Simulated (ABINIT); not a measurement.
# AlN (P6_3mc): G0W0 in ABINIT against the plane-wave cutoff, part 2 of 2

How does the gap of AlN (P6_3mc) converge in the plane-wave cutoff?

ABINIT 10.8.3; PBE and many-body steps on it, plane waves. Known limits of the many-body steps: not at the basis limit.

So far. Step 5 (Empty states on the mesh, 6×6×4 mesh, 81 bands): On this mesh the gap is 4.220 eV. Step 6 (Screening, 6×6×4 mesh, 75 bands, screening to 163.3 eV): Local fields lower ε∞ by 9 %.

The database entry behind the starting cell differs from later determinations by our own check (inner coordinate u about 0.002 short), so it need not match the best structure at ambient conditions.

**8. Screening, 6×6×4 mesh, 75 bands, screening to 163.3 eV**

This step: RPA screening on PBE, plane waves, norm-conserving pseudopotentials.

File run.abi:

```
acell 3*1.0 Angstrom
rprim 
  3.113000000011 -0.000000000003 0.000000000000
  -1.556500000003 2.695937081992 0.000000000000
  0.000000000000 0.000000000000 4.981000000000
ntypat 2
znucl 13 7
natom 4
typat 1 1 2 2
xred 
  0.333333333333 0.666666666667 0.000000000000
  0.666666666667 0.333333333333 0.500000000000
  0.333333333333 0.666666666667 0.380000000000
  0.666666666667 0.333333333333 0.880000000000
pp_dirpath "pseudos"
pseudos "Al.upf, N.upf"
ecut 29
ngkpt 6 6 4
nshiftk 1
shiftk 0 0 0
kptopt 1
chksymbreak 0
istwfk *1
occopt 1
irdwfk 1
optdriver 3
nband 75
ecuteps 6
inclvkb 2
awtr 1
symchi 1
indata_prefix "in"
outdata_prefix "out"
tmpdata_prefix "tmp"
```

Launch:

```sh
$ OMP_NUM_THREADS=1 mpirun -n 4 abinit run.abi > log
```

Numbers of over 12 decimals in the logs are rounded to 6 here.

Output:

```text
.Version 10.8.3 of ABINIT. v10.8.2 released Aug 2026.

 Symmetries : space group P6_3 m c (#186); Bravais hP (primitive hexag.)
[... echo of the input left out ...]
== DATASET  1 ==================================================================
-   mpi_nproc: 4, omp_nthreads: 1 (-1 if OMP is not activated)

--- !DatasetInfo
iteration_state: {dtset: 1, }
dimensions: {natom: 4, nkpt: 21, mband: 75, nsppol: 1, nspinor: 1, nspden: 1, mpw: 2127, }
cutoff_energies: {ecut:  29.0, pawecutdg:  -1.0, }
electrons: {nelect:   1.60000000E+01, charge:   0.00000000E+00, occopt:   1.00000000E+00, tsmear:   1.00000000E-02, }

 SCREENING: Calculation of the susceptibility and dielectric matrices

 Based on a program developped by R.W. Godby, V. Olevano, G. Onida, and L. Reining.
 Incorporated in ABINIT by V. Olevano, G.-M. Rignanese, and M. Torrent.
.Using double precision arithmetic ; gwpc =  8

[... cell and pseudopotentials left out ...]
--------------------------------------------------------------------------------

 ==== K-mesh for the wavefunctions ====
 Number of points in the irreducible wedge :    21
[... list of points left out ...]
 Together with 12 symmetry operations and time-reversal symmetry
 yields   144 points in the full Brillouin Zone.

 ==== Q-mesh for the screening function ====
 Number of points in the irreducible wedge :    21
[... list of points left out ...]
 Together with 12 symmetry operations and time-reversal symmetry
 yields   144 points in the full Brillouin Zone.

 setmesh: FFT mesh size selected  =    18x   18x   36
          total number of points  =        11664

 vcoul_init : cutoff-mode = AUXILIARY_FUNCTION
 q-points for optical limit:   1
     1)      0.000010    0.000020    0.000030

- screening: taking advantage of time-reversal symmetry
- Maximum band index for partially occupied states nbvw = 8
- Remaining bands to be divided among processors   nbcw = 67
- Number of bands treated by each node ~16

 Number of electrons calculated from density =   16.0000; Expected =   16.0000
 average of density, n =  0.056718
 r_s =    1.6146
 omega_plasma =   22.9728 [eV]

 calculating chi0 at frequencies [eV] :
  1    0.000000E+00    0.000000E+00
  2    0.000000E+00    2.297283E+01

--------------------------------------------------------------------------------
  q-point number  1        q = ( 0.000000, 0.000000, 0.000000) [r.l.u.]
--------------------------------------------------------------------------------
[... chi0 elements left out ...]
 For q-point:  0.000010 0.000020 0.000030
  dielectric constant =   4.2176
  dielectric constant without local fields =   4.6440

  Average fulfillment of the sum rule on Im[epsilon] for q-point    1 :     72.63  [%]
[... wings left out ...]
  q-point number  2        q = ( 0.166667, 0.000000, 0.000000) [r.l.u.]
--------------------------------------------------------------------------------
[... chi0 elements left out ...]
  Average fulfillment of the sum rule on Im[epsilon] for q-point    2 :     84.91  [%]

 [... 19 further q-points ...]
```

Elapsed: 56 s, on 4 MPI ranks of Intel Xeon Platinum 8375C at 2.90GHz (Ice Lake), shared host; peak memory 0.79 GiB.

Numbers from this step:

```yaml
eps_infinity_with_local_fields_on_this_mesh_along_the_program_s_q_direction: 4.218
the_same_without_local_fields: 4.644
plasma_frequency: 22.97 eV
plane_waves_in_the_screening_matrix: 197
```

**9. 29 Ha**

The self-energy is evaluated for the states that the input lists, and the levels follow from it, in one-shot runs by the linearised quasiparticle equation.

This step: G0W0 on PBE, plane waves, norm-conserving pseudopotentials.

Changes to run.abi since step 8:

```diff
@@ -25,8 +25,15 @@
 irdwfk 1
-optdriver 3
+optdriver 4
 nband 75
+gwcalctyp 0
+ecutsigx 29
+symsigma 1
+nkptgw 1
+kptgw 
+  0.0000000000 0.0000000000 0.0000000000
+bdgw 
+  6 10
 ecuteps 6
-inclvkb 2
-awtr 1
-symchi 1
+irdscr 1
+ppmodel 1
 indata_prefix "in"
```

Output:

```text
.Version 10.8.3 of ABINIT. v10.8.2 released Aug 2026.

 Symmetries : space group P6_3 m c (#186); Bravais hP (primitive hexag.)
[... echo of the input left out ...]
== DATASET  1 ==================================================================
-   mpi_nproc: 4, omp_nthreads: 1 (-1 if OMP is not activated)

--- !DatasetInfo
iteration_state: {dtset: 1, }
dimensions: {natom: 4, nkpt: 21, mband: 75, nsppol: 1, nspinor: 1, nspden: 1, mpw: 2127, }
cutoff_energies: {ecut:  29.0, pawecutdg:  -1.0, }
electrons: {nelect:   1.60000000E+01, charge:   0.00000000E+00, occopt:   1.00000000E+00, tsmear:   1.00000000E-02, }

 SIGMA: Calculation of the GW corrections

 Based on a program developped by R.W. Godby, V. Olevano, G. Onida, and L. Reining.
 Incorporated in ABINIT by V. Olevano, G.-M. Rignanese, and M. Torrent.
.Using double precision arithmetic ; gwpc =  8

[... cell and pseudopotentials left out ...]
--------------------------------------------------------------------------------

 ==== K-mesh for the wavefunctions ====
 Number of points in the irreducible wedge :    21
[... list of points left out ...]
 Together with 12 symmetry operations and time-reversal symmetry
 yields   144 points in the full Brillouin Zone.

 ==== Q-mesh for screening function ====
 Number of points in the irreducible wedge :    21
[... list of points left out ...]
 Together with 12 symmetry operations and time-reversal symmetry
 yields   144 points in the full Brillouin Zone.

 vcoul_init : cutoff-mode = AUXILIARY_FUNCTION
 q-points for optical limit:   1
     1)      0.000010    0.000020    0.000030
 setmesh: FFT mesh size selected  =    27x   27x   48
          total number of points  =        34992

 Number of electrons calculated from density =   16.0000; Expected =   16.0000
[...]
number of q-points in IBZ                          21
 number of symmetry operations                      12
 number of k-points in BZ                          144
 number of q-points in BZ                          144
 number of frequencies for dSigma/dE                 9
 frequency step for dSigma/dE [eV]                0.25
 number of omega for Sigma on real axis              0
 max omega for Sigma on real axis  [eV]           0.00
 zcut for avoiding poles [eV]                     0.10

 EPSILON^-1 parameters (SCR file):
 dimension of the eps^-1 matrix on file            197
 dimension of the eps^-1 matrix used               197
 number of plane-waves for wavefunctions          2069
 number of bands                                    75
 number of q-points in IBZ                          21
 number of frequencies                               2
 number of real frequencies                          1
 number of imag frequencies                          1

 matrix elements of self-energy operator (all in [eV])

 Perturbative Calculation

--- !SelfEnergy_ee
iteration_state: {dtset: 1, }
kpoint     : [   0.000,    0.000,    0.000, ]
spin       : 1
KS_gap     :    4.213
QP_gap     :    5.500
Delta_QP_KS:    1.287
data: !SigmaeeData |
     Band     E0 <VxcDFT>   SigX SigC(E0)      Z dSigC/dE  Sig(E)    E-E0       E
        6   5.139 -16.964 -20.984   3.340   0.790  -0.266 -17.501  -0.537   4.602
        7   5.139 -16.964 -20.984   3.340   0.790  -0.266 -17.501  -0.537   4.602
        8   5.319 -17.074 -21.016   3.302   0.790  -0.266 -17.579  -0.505   4.814
        9   9.532 -12.519  -8.045  -3.520   0.819  -0.221 -11.737   0.782  10.314
       10  11.990 -10.832  -5.798  -4.067   0.828  -0.207 -10.031   0.801  12.791

== END DATASET(S) ==============================================================
================================================================================

 -outvars: echo values of variables after computation  --------
           etotal      0.0000000000E+00
            nband          75
             nkpt          21
          spgroup         186
 [... the other variables as echoed above ...]

 Calculation completed.
```

Wall time 5.7 s (4 MPI ranks); peak memory 0.63 GiB; 22 s of CPU time.

Numbers from this step:

```
G0W0 gap on the points computed              : 5.5 eV
starting gap on the mesh                     : 4.213 eV
k of the valence top                         : 0, 0, 0
k of the conduction bottom                   : 0, 0, 0
Z at the valence top                         : 0.79
Z at the conduction bottom                   : 0.819
least direct G0W0 gap on the computed points : 5.5 eV
```

The gap on the mesh goes from 4.21 eV to 5.50 eV, a correction of +1.29 eV.

**10. Screening, 6×6×4 mesh, 75 bands, screening to 163.3 eV**

This step: RPA screening on PBE, plane waves, norm-conserving pseudopotentials.

Changes to run.abi since step 9:

```diff
@@ -16,3 +16,3 @@
 pseudos "Al.upf, N.upf"
-ecut 29
+ecut 36
 ngkpt 6 6 4
@@ -25,15 +25,8 @@
 irdwfk 1
-optdriver 4
+optdriver 3
 nband 75
-gwcalctyp 0
-ecutsigx 29
-symsigma 1
-nkptgw 1
-kptgw 
-  0.0000000000 0.0000000000 0.0000000000
-bdgw 
-  6 10
 ecuteps 6
-irdscr 1
-ppmodel 1
+inclvkb 2
+awtr 1
+symchi 1
 indata_prefix "in"
```

Output:

```text
.Version 10.8.3 of ABINIT. v10.8.2 released Aug 2026.

 Symmetries : space group P6_3 m c (#186); Bravais hP (primitive hexag.)
[... echo of the input left out ...]
== DATASET  1 ==================================================================
-   mpi_nproc: 4, omp_nthreads: 1 (-1 if OMP is not activated)

--- !DatasetInfo
iteration_state: {dtset: 1, }
dimensions: {natom: 4, nkpt: 21, mband: 75, nsppol: 1, nspinor: 1, nspden: 1, mpw: 2934, }
cutoff_energies: {ecut:  36.0, pawecutdg:  -1.0, }
[...]
--------------------------------------------------------------------------------
[... chi0 elements left out ...]
 For q-point:  0.000010 0.000020 0.000030
  dielectric constant =   4.2133
  dielectric constant without local fields =   4.6391

  Average fulfillment of the sum rule on Im[epsilon] for q-point    1 :     72.61  [%]
[... wings left out ...]
  q-point number  2        q = ( 0.166667, 0.000000, 0.000000) [r.l.u.]
--------------------------------------------------------------------------------
[... chi0 elements left out ...]
  Average fulfillment of the sum rule on Im[epsilon] for q-point    2 :     84.90  [%]

 [... 19 further q-points ...]
```

Run time: 68 s. Hardware: 4 MPI ranks; peak memory 0.92 GiB.

Numbers from this step:

- ε∞ with local fields, on this mesh, along the program's q direction: 4.213
- the same without local fields: 4.639
- plasma frequency: 22.97 eV
- plane waves in the screening matrix: 197

**11. 36 Ha**

This step: G0W0 on PBE, plane waves, norm-conserving pseudopotentials.

Changes to run.abi since step 10:

```diff
@@ -25,8 +25,15 @@
 irdwfk 1
-optdriver 3
+optdriver 4
 nband 75
+gwcalctyp 0
+ecutsigx 36
+symsigma 1
+nkptgw 1
+kptgw 
+  0.0000000000 0.0000000000 0.0000000000
+bdgw 
+  6 10
 ecuteps 6
-inclvkb 2
-awtr 1
-symchi 1
+irdscr 1
+ppmodel 1
 indata_prefix "in"
```

Output:

```text
.Version 10.8.3 of ABINIT. v10.8.2 released Aug 2026.

 Symmetries : space group P6_3 m c (#186); Bravais hP (primitive hexag.)
[... echo of the input left out ...]
== DATASET  1 ==================================================================
-   mpi_nproc: 4, omp_nthreads: 1 (-1 if OMP is not activated)

--- !DatasetInfo
iteration_state: {dtset: 1, }
dimensions: {natom: 4, nkpt: 21, mband: 75, nsppol: 1, nspinor: 1, nspden: 1, mpw: 2934, }
cutoff_energies: {ecut:  36.0, pawecutdg:  -1.0, }
[...]
8   5.314 -17.078 -21.024   3.304   0.790  -0.266 -17.585  -0.508   4.807
        9   9.535 -12.527  -8.048  -3.521   0.819  -0.221 -11.742   0.785  10.320
       10  11.990 -10.836  -5.799  -4.067   0.828  -0.207 -10.033   0.803  12.793

== END DATASET(S) ==============================================================
================================================================================

 -outvars: echo values of variables after computation  --------
           etotal      0.0000000000E+00
            nband          75
             nkpt          21
          spgroup         186
 [... the other variables as echoed above ...]

 Calculation completed.
```

Elapsed: 7.8 s, on 4 MPI ranks; peak memory 0.8 GiB; 30 s of CPU time.

This step gave:

```
G0W0 gap on the points computed              : 5.513 eV
starting gap on the mesh                     : 4.220 eV
k of the valence top                         : 0, 0, 0
k of the conduction bottom                   : 0, 0, 0
least direct G0W0 gap on the computed points : 5.513 eV
```

Against the run before, the gap moves by +0.013 eV.

**12. Screening, 6×6×4 mesh, 75 bands, screening to 163.3 eV**

This step: RPA screening on PBE, plane waves, norm-conserving pseudopotentials.

Changes to run.abi since step 11:

```diff
@@ -16,3 +16,3 @@
 pseudos "Al.upf, N.upf"
-ecut 36
+ecut 45
 ngkpt 6 6 4
@@ -25,15 +25,8 @@
 irdwfk 1
-optdriver 4
+optdriver 3
 nband 75
-gwcalctyp 0
-ecutsigx 36
-symsigma 1
-nkptgw 1
-kptgw 
-  0.0000000000 0.0000000000 0.0000000000
-bdgw 
-  6 10
 ecuteps 6
-irdscr 1
-ppmodel 1
+inclvkb 2
+awtr 1
+symchi 1
 indata_prefix "in"
```

Output:

```text
.Version 10.8.3 of ABINIT. v10.8.2 released Aug 2026.

 Symmetries : space group P6_3 m c (#186); Bravais hP (primitive hexag.)
[... echo of the input left out ...]
== DATASET  1 ==================================================================
-   mpi_nproc: 4, omp_nthreads: 1 (-1 if OMP is not activated)

--- !DatasetInfo
iteration_state: {dtset: 1, }
dimensions: {natom: 4, nkpt: 21, mband: 75, nsppol: 1, nspinor: 1, nspden: 1, mpw: 4116, }
cutoff_energies: {ecut:  45.0, pawecutdg:  -1.0, }
[...]
--------------------------------------------------------------------------------
[... chi0 elements left out ...]
 For q-point:  0.000010 0.000020 0.000030
  dielectric constant =   4.2131
  dielectric constant without local fields =   4.6389

  Average fulfillment of the sum rule on Im[epsilon] for q-point    1 :     72.61  [%]
[... wings left out ...]
  q-point number  2        q = ( 0.166667, 0.000000, 0.000000) [r.l.u.]
--------------------------------------------------------------------------------
[... chi0 elements left out ...]
  Average fulfillment of the sum rule on Im[epsilon] for q-point    2 :     84.89  [%]

 [... 19 further q-points ...]
```

It took 96 s on 4 MPI ranks; peak memory 1.3 GiB; 6.4 min of CPU time.

Numbers from this step:

```
ε∞ with local fields, on this mesh, along the program's q direction : 4.213
the same without local fields                                       : 4.639
plasma frequency                                                    : 22.97 eV
plane waves in the screening matrix                                 : 197
```

**13. 45 Ha**

This step: G0W0 on PBE, plane waves, norm-conserving pseudopotentials.

Changes to run.abi since step 12:

```diff
@@ -25,8 +25,15 @@
 irdwfk 1
-optdriver 3
+optdriver 4
 nband 75
+gwcalctyp 0
+ecutsigx 45
+symsigma 1
+nkptgw 1
+kptgw 
+  0.0000000000 0.0000000000 0.0000000000
+bdgw 
+  6 10
 ecuteps 6
-inclvkb 2
-awtr 1
-symchi 1
+irdscr 1
+ppmodel 1
 indata_prefix "in"
```

Output:

```text
.Version 10.8.3 of ABINIT. v10.8.2 released Aug 2026.

 Symmetries : space group P6_3 m c (#186); Bravais hP (primitive hexag.)
[... echo of the input left out ...]
== DATASET  1 ==================================================================
-   mpi_nproc: 4, omp_nthreads: 1 (-1 if OMP is not activated)

--- !DatasetInfo
iteration_state: {dtset: 1, }
dimensions: {natom: 4, nkpt: 21, mband: 75, nsppol: 1, nspinor: 1, nspden: 1, mpw: 4116, }
cutoff_energies: {ecut:  45.0, pawecutdg:  -1.0, }
[...]
8   5.315 -17.078 -21.025   3.303   0.790  -0.266 -17.586  -0.508   4.806
        9   9.535 -12.527  -8.049  -3.521   0.819  -0.221 -11.743   0.785  10.320
       10  11.990 -10.836  -5.800  -4.067   0.828  -0.207 -10.033   0.803  12.793

== END DATASET(S) ==============================================================
================================================================================

 -outvars: echo values of variables after computation  --------
           etotal      0.0000000000E+00
            nband          75
             nkpt          21
          spgroup         186
 [... the other variables as echoed above ...]

 Calculation completed.
```

Run time: 6.4 s. Hardware: 4 MPI ranks; peak memory 1.2 GiB; 25 s of CPU time.

This step gave:

```
G0W0 gap on the points computed              : 5.514 eV
starting gap on the mesh                     : 4.220 eV
k of the valence top                         : 0, 0, 0
k of the conduction bottom                   : 0, 0, 0
least direct G0W0 gap on the computed points : 5.514 eV
```

Against the run before, the gap moves by +0.001 eV.

**14. The runs together**

Times are wall times on 4 MPI ranks of Intel Xeon Platinum 8375C at 2.90GHz (Ice Lake), shared host, good to a factor of about two. A run's time includes the screening step that it read.

```
  run   mesh  bands  screening cutoff (eV)  DFT gap (eV)  gap on the mesh (eV)  direct (eV)  ε∞ used     time
22 Ha  6×6×4     75                  163.3         4.165                 5.438        5.438     4.25     48 s
29 Ha  6×6×4     75                  163.3         4.213                 5.500        5.500     4.22     62 s
36 Ha  6×6×4     75                  163.3         4.220                 5.513        5.513     4.21     76 s
45 Ha  6×6×4     75                  163.3         4.220                 5.514        5.514     4.21  1.7 min
```

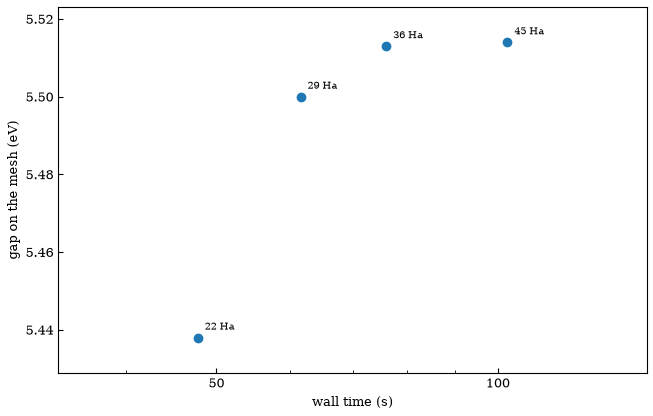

Result against wall time.

**15. What came out**

```
22 Ha        : 5.438 eV
29 Ha        : 5.500 eV
36 Ha        : 5.513 eV
45 Ha        : 5.514 eV
known limits : not at the basis limit
```

In words: The setting moved: plane-wave cutoff. From 22 Ha to 45 Ha the gap moves by +0.08 eV, for 2.1 times the time. It holds to 0.03 eV from 29 Ha on. Bands and screening cutoff are coupled, so a series along one setting does not show full convergence. Bands and cutoff are finite, so the gap is not at the basis limit. The miss can reach some tenths of an eV and take either sign; the mesh is an error of its own. In the G0W0 runs levels were corrected at 1 k point alone, so a gap called «on the mesh» is the least over those, and an edge elsewhere would be missed.

[Paths, hosts, dates, memory and timing lines, banners, echoed tables and standing remarks are left out of the program output.]

[Logs are printed without paths, hosts, clocks, repeated set-up lines and the standing remarks that a program may print on its own settings, such as how far it seeks lower states.]

[Runs of the session that timed out or met a known fault of the program may be left out.]

[Hosts, paths, dates, database ids (printed as entryN), source tags and the programs' standing remarks are cut or masked in the printed files.]

[G0W0 gaps are taken among the corrected bands and points alone; a level outside them can change the order at an edge.]

[Where Ansatz stands beside ABINIT at settings called matched, ABINIT's density can come from a denser mesh and the files from another edition; pairs whose starting gaps differed by over 0.03 eV were left out, so agreement reads better than it is.]
